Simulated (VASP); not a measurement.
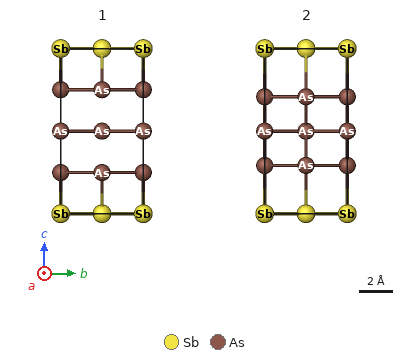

Two geometries of crystalline SbAs3 (a generated structure, set up in Cmmm), drawn at one scale. One is the start of a relaxation, the other its converged end. The picture is a ball-and-stick view of the conventional cell (2 times the calculation's cell), seen along the a axis. Lengths and directions refer to the drawn axes.

All numbers below come from VASP, Kohn-Sham DFT of a periodic cell, LDA, VASP PAW LDA potentials, recommended. Set-up: plane-wave cutoff 520 eV; k-point mesh 9 × 9 × 3; occupations gaussian; smearing width 0.05 eV; no spin polarisation.

Question: Which one is relaxed?

Answer: Structure 2 is the relaxed one. The run lets the atoms move in a fixed cell. The largest moves, 0.44 Å, are those of As atoms. Sb stays in place. The cell stays as it was. Near-neighbour distances that change, for instance: As–Sb 3.119 → 3.487 Å, As–As 3.131 → 2.784 Å. The space group stays Cmmm (No. 65). Over 4 geometry steps the energy falls by 42.3 meV per atom. The largest force component goes from 0.41 to 0.007 eV/Å.
